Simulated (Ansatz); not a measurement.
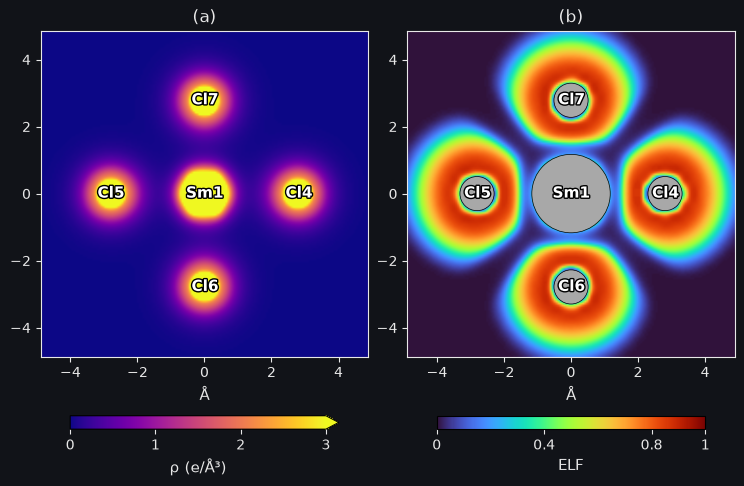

The picture shows: Cl6Sm (charge −3, sextet). (a) total electron density; (b) ELF on the plane of atoms Cl5, Sm1 and Cl6. Grey discs cover the atomic cores in the ELF map.

Geometry: PBE-D4/def2-SVP; the highest occupied orbital lies above zero, a sign that basis and functional describe the outermost electron poorly.

These are results of UKS PBE0-D4/def2-TZVP in Ansatz 0.2.0, not measurements.

```xyz
7

Sm    0.0000    0.0000    0.0000
Cl   -0.0210   -0.0030    2.7852
Cl    0.0209    0.0032   -2.7852
Cl    2.8048    0.0099    0.0211
Cl   -2.8048   -0.0101   -0.0211
Cl   -0.0099    2.7852    0.0029
Cl    0.0099   -2.7852   -0.0029
```

### What do the fields say about this system?

- Atoms in the plane: Sm and Cl.
- Sm–Cl (2.79 Å): the density is about 0.27 e/Å³ at the midpoint; the ELF peaks at about 0.85 in the valence shell of Cl, 0.9 Å from its nucleus, and is about 0.20 at the midpoint.
